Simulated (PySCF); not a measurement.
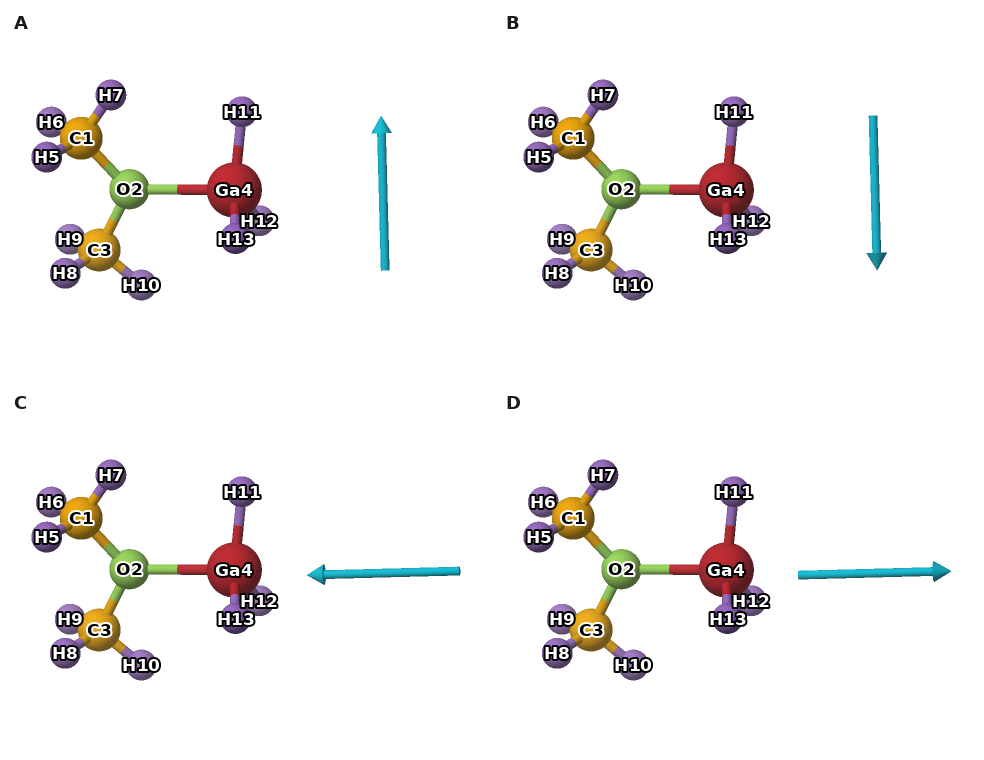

The same molecule four times, each with an arrow. The computed structure is the end point of a GFN2-xTB optimisation. No frequency run is at hand to confirm it as a minimum. Level of theory: CAM-B3LYP/def2-SVPD, gas phase (PySCF 2.14.0).

Which arrow points along the dipole moment, from the negative to the positive end?

Answer. C. The dipole moment is 4.70 D; it points from the side of H11, H12, H13 to the side of H6 (the outermost atoms at the two ends).

The geometry is semi-empirical. Around Ga such bond lengths and angles can be off by a tenth of an ångström or more and by several degrees, and values that hang on the shape move with them.
